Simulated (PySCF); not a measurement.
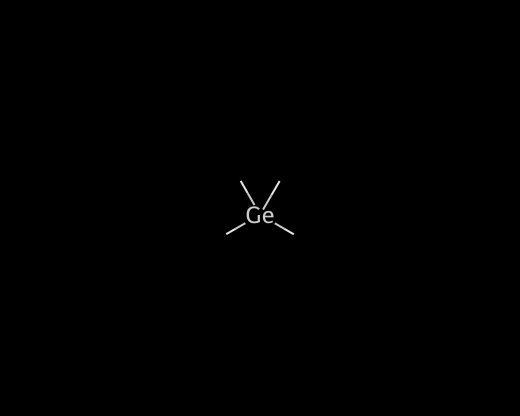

The drawing above gives the connectivity. Computed geometry: PBE0-D3(BJ)/def2-SVP optimisation. No frequency run is at hand to confirm it as a minimum.

Describe the 3D structure.

Formula C₄H₁₂Ge. As SMILES it reads `[CH3][Ge]([CH3])([CH3])[CH3]`. The point group is Td. Coordination: 4 C tetrahedral; 1 Ge tetrahedral.

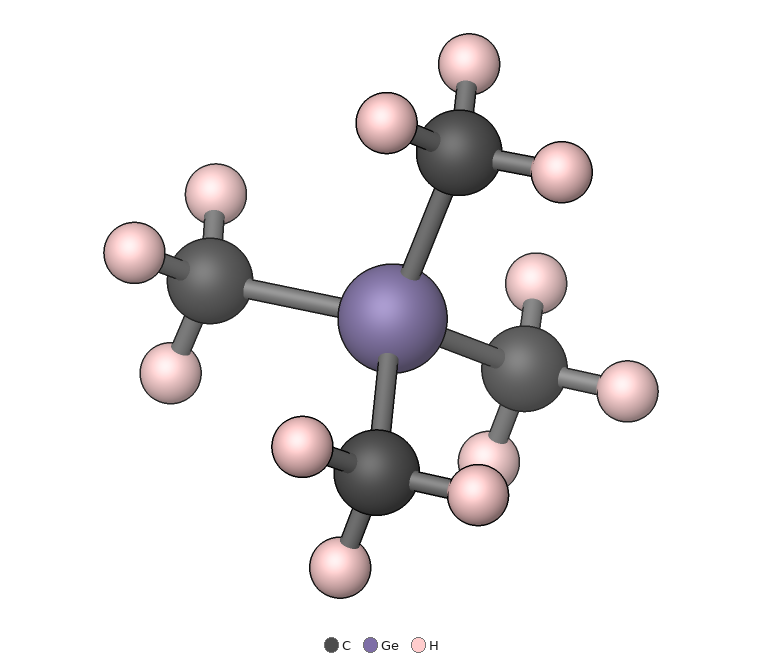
